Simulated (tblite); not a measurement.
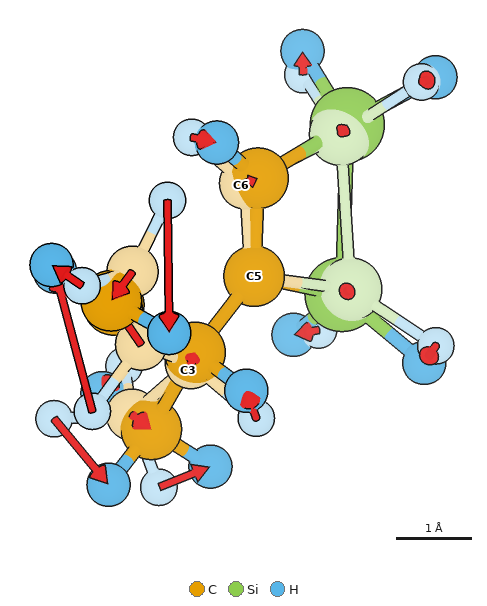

This is a relaxation of C6H12Si2. The starting structure is drawn faded, the final one solid; red arrows show the displacements, at their true length. The two geometries are superimposed by the best rigid fit.

A ball-and-stick model, seen from a free direction.

Method: GFN2-xTB geometry optimisation, gas phase (tblite 0.8.0). 

**What happened in the run?**

The energy falls by 43.9 kcal/mol in 234 geometry steps. An H atom moves most after the best rigid fit: 2.28 Å. By element the largest moves are H 2.28 Å, C 0.70 Å, Si 0.31 Å. Among the contacts that change: Si–Si 2.123 → 2.333 Å, C–Si 1.791 → 1.894 Å, C–H 1.184 → 1.099 Å, C–Si 1.827 → 1.911 Å. Bond angles that change, for instance: C–C–C 137.5° → 124.8°, C–C–H 131.7° → 121.7°, C–C–H 110.8° → 120.4°. Groups turn about C–C by about 100°, C–C by about 55°, C–C by about 30°.
